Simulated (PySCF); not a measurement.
**C5H7O (doublet): density, localisation and related maps**

```xyz
13

C     1.9608    0.1919   -0.6339
C     0.6901    0.2285    0.1780
O     0.6283    0.6856    1.2948
C    -0.5016   -0.3309   -0.5189
C    -1.6868    0.5384   -0.6149
C    -1.7682   -0.5806    0.3033
H     1.7893    0.6481   -1.6063
H     2.2567   -0.8436   -0.7922
H     2.7556    0.7184   -0.1126
H    -0.2815   -1.0030   -1.3393
H    -1.7747    1.5909   -0.4483
H    -1.7207   -0.3918    1.3719
H    -2.3519   -1.4515    0.0394
```

Geometry: GFN2-xTB.

Method: PySCF 2.14.0, density-fitted response routines, UKS B3LYP, pcH-1 on C H O, non-relativistic, mean-field spin-orbit, GIAO.

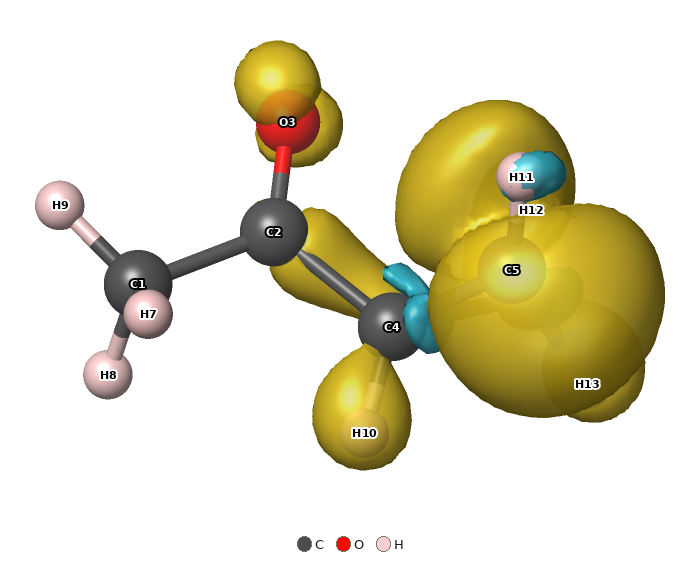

Figure 1. Isosurfaces of the spin density (α minus β) at +0.015 (yellow) and −0.015 e/Å³ (cyan), seen at a tilt.

Q: Which atoms carry the spin?

A: The unpaired spin (1 electron) lies mostly on C5 (about 0.7) and C6 (about 0.1), in electrons by Hirshfeld's partition.

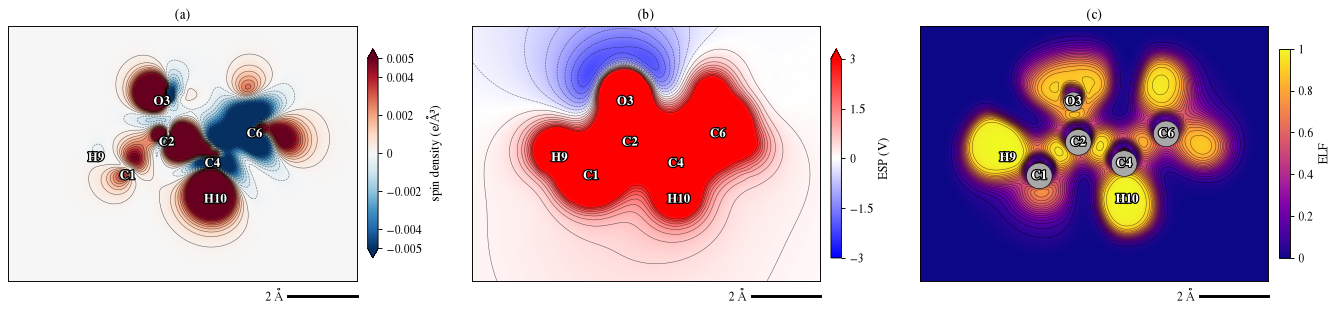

Figure 2. (a) spin density (α minus β); (b) electrostatic potential; (c) electron localisation function on the plane of atoms C2, C1 and H9. Grey discs cover the atomic cores in the ELF map.

Q: What do the fields say about this system?

A: Atoms in the plane: C, O and H.
C–O (1.21 Å): the ELF peaks at about 0.85 between the atoms (a multiple bond).
C–H (1.09 Å): the ELF climbs to about 1 towards the hydrogen, as it does in any bond to H.
C–C (1.51 Å): the ELF peaks at about 0.95 between the atoms; a shared electron pair.
The ELF also peaks beside O3, away from the bonds: non-bonding electrons, paired or unpaired.

Outside the dense part of the molecule the potential is most negative (−2.1 V) near O3.

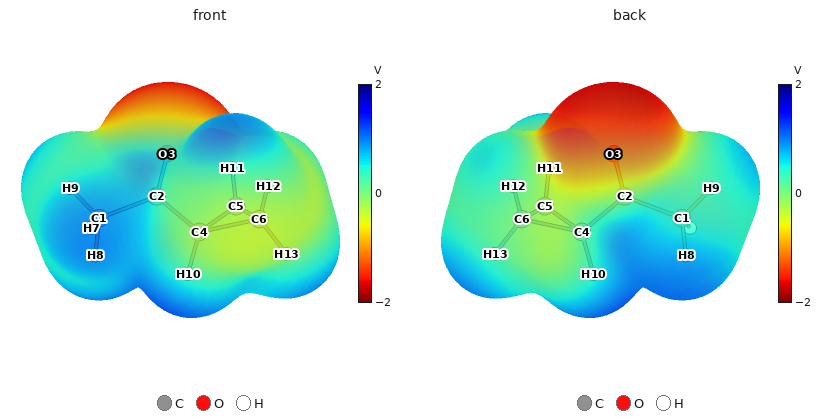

Figure 3. The molecular electrostatic potential painted on the density surface at 0.002 e/bohr³, seen from the front and from behind; red is negative and blue positive.

Q: Which sites attract a positive test charge, and which a negative one?

A: A positive charge is drawn to the negative regions and a negative charge to the positive ones. The most negative region (about −1.7 V) lies over O3, the most positive (about +1.1 V) over H8 and H10. O3 is the likeliest acceptor of a hydrogen bond.

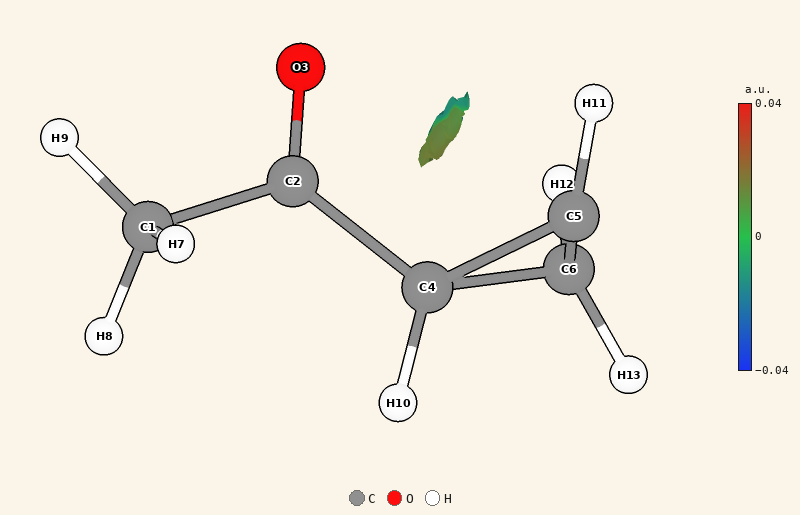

Figure 4. Non-covalent interaction (NCI) plot: the surface where the reduced density gradient is 0.5, for densities under 0.05 a.u., coloured by sign(λ₂)ρ; seen at a tilt.

Q: What holds or crowds the atoms apart from the covalent bonds?

A: Between H12 and C6 on one side and O3 and C2 on the other: a weak contact, attractive (blue-green) on one side and crowded (olive to red) on the other.
